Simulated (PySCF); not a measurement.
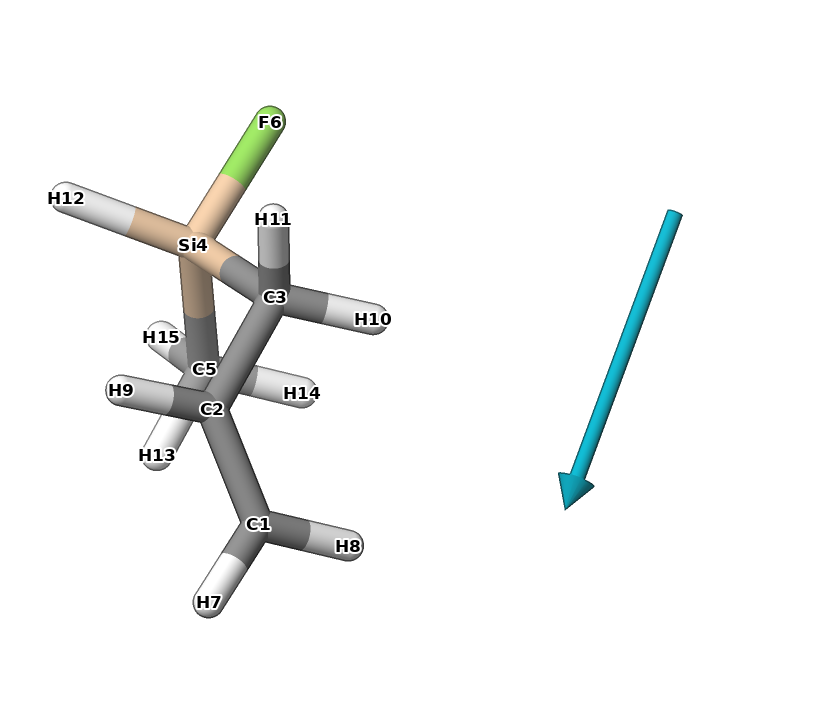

The arrow beside the molecule shows the direction of the dipole moment, from the negative to the positive end (its length means nothing). The geometry was computed by an optimisation with GFN2-xTB. No frequency run is at hand to confirm it as a minimum. Method: PBE0/pcSseg-1, gas phase (PySCF 2.14.0).

Q: How large is the dipole moment?

A: 1.63 D; it points from the side of F6 to the side of H7 (the outermost atoms at the two ends).

The geometry is semi-empirical. Around Si such bond lengths and angles can be off by a tenth of an ångström or more and by several degrees, and values that hang on the shape move with them.
